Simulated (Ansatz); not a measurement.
**CH₈BNO₃: how energies converge with the basis set**

Aim: see how fast density functionals converge with the basis set for CH₈BNO₃.

Program: Ansatz 0.2.0, Gaussian basis. Level of theory: one geometry, several basis sets. These are calculated values, not measurements.

Levels to be run: PBE0-D4/def2-SVP; ωB97M-V/def2-SVP; PBE0-D4/def2-QZVPP; ωB97M-V/def2-QZVPP; the functionals' def2-TZVPP values are taken from earlier runs.

**1. The relaxed structure**

An earlier PBE0-D4 in a triple-zeta def2 set relaxation fixed the geometry.

SMILES `C[NH2+][B-](O)(O)O`, 14 atoms, charge 0, spin multiplicity 1.

Atoms are counted from 1 here; the program's logs count them from 0.

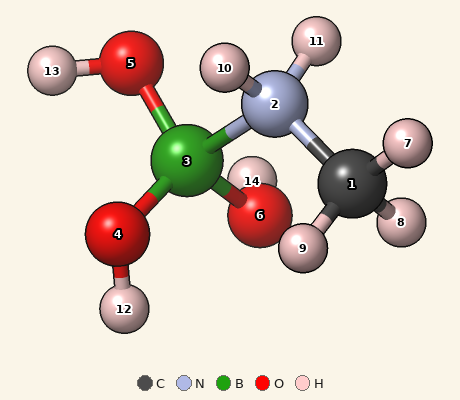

The geometry (carbon dark grey, nitrogen light blue, boron green, oxygen red, hydrogen pink); atoms are numbered from 1 in the order of the file.

**2. PBE0-D4 in def2-SVP**

in.yaml reads:

```yaml
crystal:
  periodic: [false, false, false]
  atoms:
    - {symbol: C, position_ang: [-0.052258, -1.535021, 0.859495]}
    - {symbol: N, position_ang: [0.745182, -0.553672, 0.120605]}
    - {symbol: B, position_ang: [-0.122408, 0.808413, -0.414806]}
    - {symbol: O, position_ang: [-0.492860, 1.471689, 0.798517]}
    - {symbol: O, position_ang: [0.856589, 1.496653, -1.205136]}
    - {symbol: O, position_ang: [-1.217981, 0.264229, -1.158961]}
    - {symbol: H, position_ang: [0.542717, -2.396673, 1.167494]}
    - {symbol: H, position_ang: [-0.872020, -1.855722, 0.219191]}
    - {symbol: H, position_ang: [-0.466747, -1.041318, 1.736968]}
    - {symbol: H, position_ang: [1.503883, -0.194736, 0.691852]}
    - {symbol: H, position_ang: [1.165011, -0.966328, -0.706443]}
    - {symbol: H, position_ang: [-1.446597, 1.549778, 0.837201]}
    - {symbol: H, position_ang: [0.992375, 2.374299, -0.846288]}
    - {symbol: H, position_ang: [-1.147789, 0.549110, -2.070789]}
basis:
  gaussian: {orbitals: def2-SVP}
hamiltonian: {xc: pbe0, dispersion: d4}
output: {orbitals: {seedname: orbitals}}
```

The run is started by

```bash
> ansatz run in.yaml --threads 4 --pin off --events-out ev --progress --plain --max-ram 11315MiB
```

What it wrote:

```text
Functional definition: PBE0
  name "PBE0"
  cite "Adamo & Barone, J. Chem. Phys. 110, 6158 (1999) doi:10.1063/1.478522"
  cite "Perdew, Burke & Ernzerhof, Phys. Rev. Lett. 77, 3865 (1996) doi:10.1103/PhysRevLett.77.3865"
  parent pbe
  parameter a = 0.25
  parameter kappa = 0.804
  parameter beta = 0.06672455060314922
  exchange = (1 - a)*pbe_x(kappa = kappa, mu = beta*pi^2/3) + a*exact_x
  correlation = pbe_c(beta = beta)
1377 factors; their error is unknown
mean field evaluation 1: about -9450.3321 eV, gradient 7.9e1 eV
mean field evaluation 2: about -9443.8108 eV, gradient 1.0e2 eV
mean field evaluation 4: about -9461.6275 eV, gradient 2.4e0 eV
mean field evaluation 8: about -9461.6408 eV, gradient 2.7e-2 eV
mean field evaluation 16: about -9461.6441 eV, gradient 4.8e-5 eV
mean field -9461.64412957 eV, -347.7090084290 hartree, gradient 4.8e-5 eV, S^2 0.000000; 0 other end points of the search recorded, 0 dependent functions left out
reference -9461.64415630 eV, -347.7090094112 hartree; 25, 25 occupied and 99, 99 virtual orbitals, 1377 factors
Total energy: -9461.86058333 eV, -347.7169629578 hartree
```

Wall time 1.1 s (4 threads of Arm Neoverse V2, shared host).

**3. ωB97M-V in def2-SVP**

in.yaml: that of step 2 with these lines changed.

```diff
@@ -19,3 +19,3 @@
   gaussian: {orbitals: def2-SVP}
-hamiltonian: {xc: pbe0, dispersion: d4}
+hamiltonian: {xc: {name: wB97M-V}}
 output: {orbitals: {seedname: orbitals}}
```

Launched as before.

What it wrote, cut to the lines that bear on the results:

```text
Functional definition: wB97M-V
  name "wB97M-V"
  cite "Mardirossian & Head-Gordon, J. Chem. Phys. 144, 214110 (2016) doi:10.1063/1.4952647"
  cite "Becke, J. Chem. Phys. 107, 8554 (1997) doi:10.1063/1.475007"
  cite "Vydrov & Van Voorhis, J. Chem. Phys. 133, 244103 (2010) doi:10.1063/1.3521275"
  # Of w^i u^j: cxij and so on, Table III.
[...]
  gx(w, u) = 1 - cx + cx01*u + cx10*w
  gss(w, u) = css00 + css04*u^4 + css10*w + css20*w^2 + css43*w^4*u^3
  gos(w, u) = cos00 + cos10*w + (cos20 + cos21*u)*w^2 + (cos60 + cos61*u)*w^6
[...]
      + integral(e_c_pw_mod_opposite_spin*gos(b97_w_opposite, b97_u_opposite)) + vv10(b, c)
1377 factors; their error is unknown
332 factors; integrals over basis functions are off by at most 6.8e-6 eV
[...]
mean field -9468.53647771 eV, -347.9622975513 hartree, gradient 1.8e-5 eV, S^2 0.000000; 0 other end points of the search recorded, 0 dependent functions left out
reference -9468.53651955 eV, -347.9622990888 hartree; 25, 25 occupied and 99, 99 virtual orbitals, 1377 factors
Total energy: -9468.53651955 eV, -347.9622990888 hartree
```

Wall time 4.6 s (4 threads of Arm Neoverse V2, shared host).

**4. PBE0-D4 in def2-QZVPP**

in.yaml: that of step 3 with these lines changed.

```diff
@@ -18,4 +18,4 @@
 basis:
-  gaussian: {orbitals: def2-SVP}
-hamiltonian: {xc: {name: wB97M-V}}
+  gaussian: {orbitals: "def2-QZVPP.json"}
+hamiltonian: {xc: pbe0, dispersion: d4}
 output: {orbitals: {seedname: orbitals}}
```

Launched as before.

What it wrote:

```text
Functional definition: PBE0
  name "PBE0"
  cite "Adamo & Barone, J. Chem. Phys. 110, 6158 (1999) doi:10.1063/1.478522"
  cite "Perdew, Burke & Ernzerhof, Phys. Rev. Lett. 77, 3865 (1996) doi:10.1103/PhysRevLett.77.3865"
  parent pbe
  parameter a = 0.25
  parameter kappa = 0.804
  parameter beta = 0.06672455060314922
  exchange = (1 - a)*pbe_x(kappa = kappa, mu = beta*pi^2/3) + a*exact_x
  correlation = pbe_c(beta = beta)
1593 factors; their error is unknown
mean field evaluation 1: about -9458.1323 eV, gradient 9.5e1 eV
mean field evaluation 2: about -9440.1336 eV, gradient 1.4e2 eV
mean field evaluation 4: about -9473.3524 eV, gradient 5.2e0 eV
mean field evaluation 8: about -9473.4090 eV, gradient 8.6e-2 eV
mean field evaluation 16: about -9473.4073 eV, gradient 6.2e-5 eV
mean field -9473.40732380 eV, -348.1412978436 hartree, gradient 6.2e-5 eV, S^2 0.000000; 0 other end points of the search recorded, 0 dependent functions left out
reference -9473.40736594 eV, -348.1412993923 hartree; 25, 25 occupied and 557, 557 virtual orbitals, 1593 factors
Total energy: -9473.62379297 eV, -348.1492529389 hartree
```

Run time: 9 s. Hardware: 4 threads of Arm Neoverse V2, shared host; peak memory 2.3 GiB.

**5. ωB97M-V in def2-QZVPP**

in.yaml: that of step 4 with these lines changed.

```diff
@@ -19,3 +19,3 @@
   gaussian: {orbitals: "def2-QZVPP.json"}
-hamiltonian: {xc: pbe0, dispersion: d4}
+hamiltonian: {xc: {name: wB97M-V}}
 output: {orbitals: {seedname: orbitals}}
```

Same command.

What it wrote, cut to the lines that bear on the results:

```text
Functional definition: wB97M-V
  name "wB97M-V"
  cite "Mardirossian & Head-Gordon, J. Chem. Phys. 144, 214110 (2016) doi:10.1063/1.4952647"
  cite "Becke, J. Chem. Phys. 107, 8554 (1997) doi:10.1063/1.475007"
  cite "Vydrov & Van Voorhis, J. Chem. Phys. 133, 244103 (2010) doi:10.1063/1.3521275"
  # Of w^i u^j: cxij and so on, Table III.
[...]
  gx(w, u) = 1 - cx + cx01*u + cx10*w
  gss(w, u) = css00 + css04*u^4 + css10*w + css20*w^2 + css43*w^4*u^3
  gos(w, u) = cos00 + cos10*w + (cos20 + cos21*u)*w^2 + (cos60 + cos61*u)*w^6
[...]
      + integral(e_c_pw_mod_opposite_spin*gos(b97_w_opposite, b97_u_opposite)) + vv10(b, c)
1593 factors; their error is unknown
464 factors; integrals over basis functions are off by at most 6.7e-6 eV
[...]
mean field -9480.61047206 eV, -348.4060086596 hartree, gradient 7.2e-5 eV, S^2 0.000000; 0 other end points of the search recorded, 0 dependent functions left out
reference -9480.61053933 eV, -348.4060111319 hartree; 25, 25 occupied and 557, 557 virtual orbitals, 1593 factors
Total energy: -9480.61053933 eV, -348.4060111319 hartree
```

It took 21 s on 4 threads of Arm Neoverse V2, shared host; peak memory 2.8 GiB.

**6. Density functionals: the series**

The def2-TZVPP values come from earlier runs at the same geometry.

```csv
functional,basis,functions,energy (eV),from the largest (eV),HOMO (eV),LUMO (eV)
PBE0-D4,def2-SVP,124,-9461.8606,11.763,-7.25,1.31
PBE0-D4,def2-TZVPP,298,-9473.0793,0.544,-7.63,0.59
PBE0-D4,def2-QZVPP,582,-9473.6238,0.000,-7.69,0.16
ωB97M-V,def2-SVP,124,-9468.5365,12.074,-9.71,2.92
ωB97M-V,def2-TZVPP,298,-9480.0900,0.521,-10.09,1.98
ωB97M-V,def2-QZVPP,582,-9480.6105,0.000,-10.15,1.26
```

**7. Outcome**

```
                                       quantity           value
PBE0-D4: double and triple zeta above quadruple  11.76, 0.54 eV
ωB97M-V: double and triple zeta above quadruple  12.07, 0.52 eV
```

For PBE0-D4 the step from double to triple zeta gains 11.22 eV and the next only 0.54 eV. Total energies overstate the basis error of differences, where much of it tends to cancel. The LUMO of ωB97M-V is positive and keeps falling with the basis (2.92 to 1.26 eV): an unbound level that the basis holds in place.

For PBE0-D4 the largest set took about 8 times as long as the smallest (9 s against 1.1 s).
